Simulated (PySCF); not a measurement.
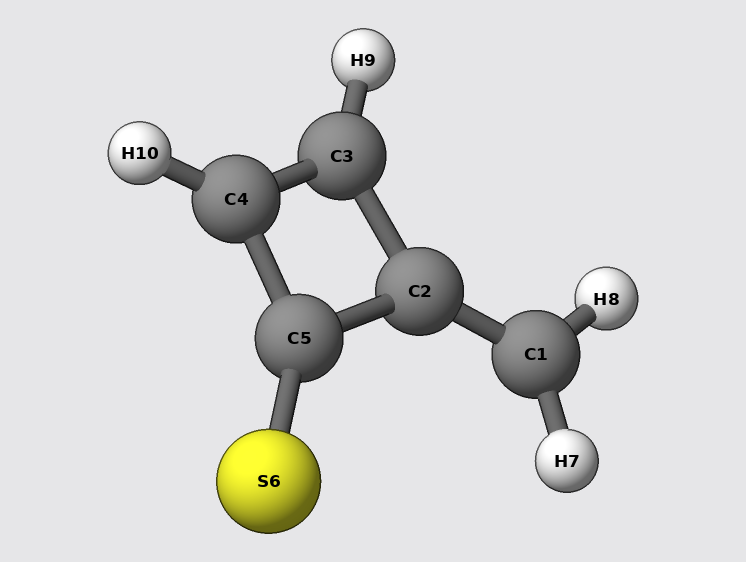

The questions are on Mulliken spin populations. The species has charge +1 and is a spin doublet. Computed geometry: GFN2-xTB optimisation. No frequency run is at hand to confirm it as a minimum. Method: UKS B3LYP, pcH-1 on C H S, non-relativistic (PySCF 2.14.0).

List the Mulliken spin populations.

| atom | value (e) |
| --- | --- |
| C1 | −0.01 |
| C2 | 0.10 |
| C3 | −0.04 |
| C4 | 0.08 |
| C5 | −0.09 |
| S6 | 0.95 |
| H7 | 0.00 |
| H8 | 0.01 |
| H9 | 0.00 |
| H10 | 0.00 |

Mulliken values depend strongly on the basis set.
